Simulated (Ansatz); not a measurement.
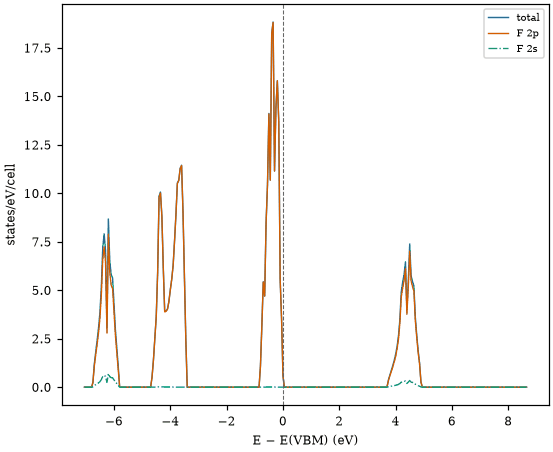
Figure: Total and projected density of states of F in space group C2/m (No. 12; F on 4i, F on 4i), r²SCAN (plane waves, PAW; program Ansatz)

Problem. Which orbitals carry the states next to the gap?

Solution. Top 1 eV of the valence band: F 2p 100 %. Bottom 1 eV of the conduction band: F 2p 95 %. Projections are on Löwdin-orthogonalised atomic valence shells; empty p or d shells of many metals are not among them.

Problem. Where is the tallest occupied peak in this window, and what makes it?

Solution. Near -0.3 eV, about 19 states/eV per cell; the largest projected share is F 2p.

The workflow started from a Materials Project entry (that database holds measured and hypothetical structures alike); the Crystallography Open Database files this formula in space group No. 12, but the cells were not matched. It is not the usual solid phase (space group No. 15). Symmetry was held in the r²SCAN relaxation; its stability against distortions is not shown here. The substance is a gas or liquid at ambient conditions. A crystal of weakly bound molecules computed without a dispersion correction: the cell and the soft elastic constants depend strongly on that.

Potentials: the later of the program's two PAW sets.
